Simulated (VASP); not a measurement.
Band structure of Te2W (relaxed from the baddeleyite structure, space group P2_1/c). Method: PBEsol GGA, VASP's PBE PAW potentials (set 64) (plane waves; VASP 6.6.1).

Unless said otherwise, spin-orbit coupling is left out, though it shifts the bands of the heavy elements here.

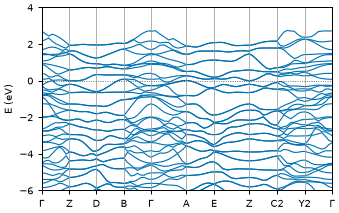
Fig. 1. Bands along high-symmetry lines, zero at the valence-band maximum or, without a gap, the Fermi level

Problem. Read the plot: is there a gap, and where are the band edges?

Solution. It has no gap at this level: it comes out as a metal or semimetal. (Edges off the drawn lines would not show.)

The structure was generated: Te2W was put into the baddeleyite type (P2_1/c), which need not be its known phase. It was relaxed first, which changed the volume by -23 %.
